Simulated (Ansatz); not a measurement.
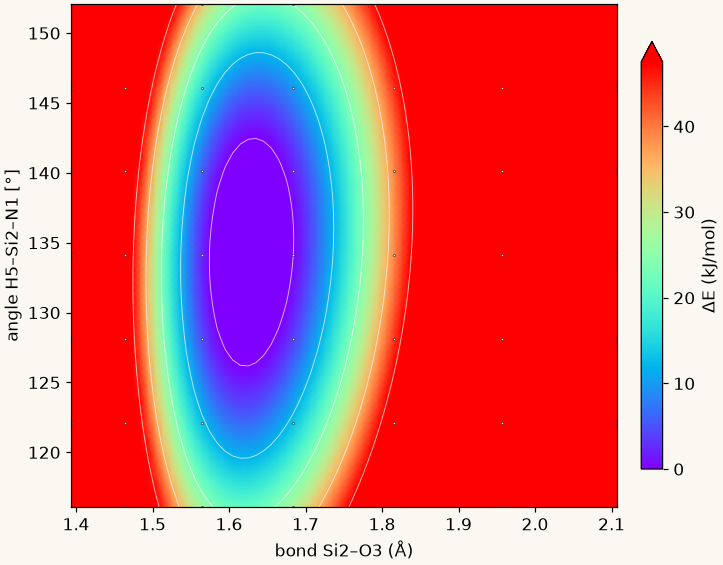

H₃NOSi, SMILES N=[SiH]O. Two internal coordinates are moved rigidly from the geometry relaxed at PBE0-D4/def2-TZVP, all others fixed. The first coordinate is: bond Si2–O3; the second: angle H5–Si2–N1. The grid has 7 × 7 points. Points are written as (first, second). Energies are in kJ/mol, from the lowest grid point. Computed with Ansatz 0.2.0, RHF-CCSD(T), frozen core/def2-TZVPP.

Drawn: a smooth colour map with a few white contour lines, dots at the grid points, one colour for all values above the top of the scale. Between grid points the surface is interpolated.

> Estimate the position of the minimum and the force constants in these coordinates.

The interpolated minimum is at bond Si2–O3 ≈ 1.627 Å, angle H5–Si2–N1 ≈ 134.4°. The curvatures there are about 36 eV/Å² and 5.6 eV/rad², with a cross term of about −1.4 eV/(Å·rad). Round the minimum the two coordinates are weakly coupled (coupling −0.10 in units of the two stiffnesses). (1 eV is 96.5 kJ/mol.)
